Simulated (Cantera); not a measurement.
Feed: 1 mol SiHCl3, 0.27 mol NH3, 0.75 mol H2, held at 12.0 Pa.

Cantera equilibrium calculation (NASA polynomials, part measured and part estimated; ideal gas, pure solids and liquids). Candidate condensed phases: NH4Cl, Si, Si3N4; 28 gas species. The tables' values for SiCl3, SiCl, SiN are old estimates; treat these amounts as uncertain. Equilibrium is a limit: real reactors are often held back by kinetics, nucleation or transport.

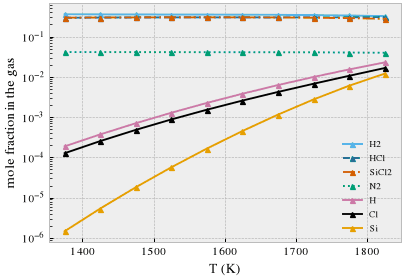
Figure. Equilibrium gas composition (values under 1e-9 drawn at 1e-9)

Read off the mole fractions at 1775 K.

H2 about 0.33, HCl about 0.30, SiCl2 about 0.29, N2 about 0.040, H about 0.015, Cl about 0.011, Si about 0.0060.
